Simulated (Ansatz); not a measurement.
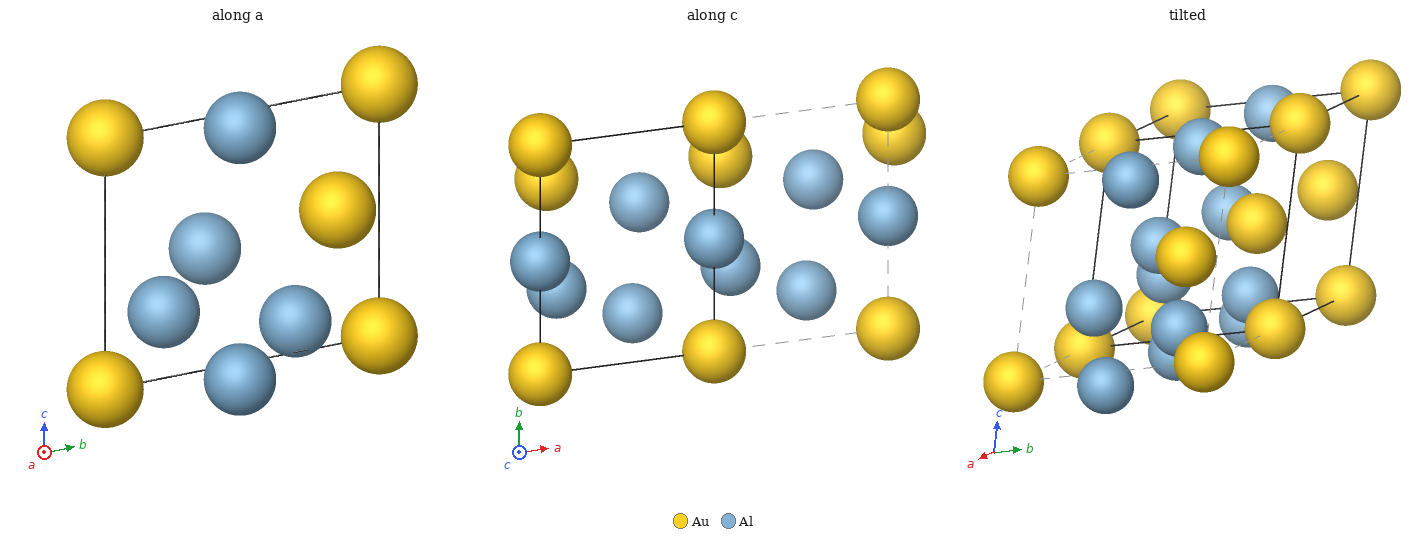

Spheres-only drawing of the structure, looking along the a axis, along the c axis and slightly off an axis. Shown are 2×1×1 repeats of the simulation cell, one of them outlined in solid lines. Some neighbours outside the box are added.

Description:

Formula: Al$_{2}$Au. Symmetry: P1 (translations only). The atoms show no order inside the cell. Content of the cell: 4 Al, 2 Au (Z = 2).

The geometry is that of a made-up disordered cell, without relaxation. A calculation with Ansatz used it as input.

At this level of theory the run's own cell isn't at rest (forces up to 0.8 eV/Å), so its distances can differ from those at equilibrium, the more so the softer the solid.
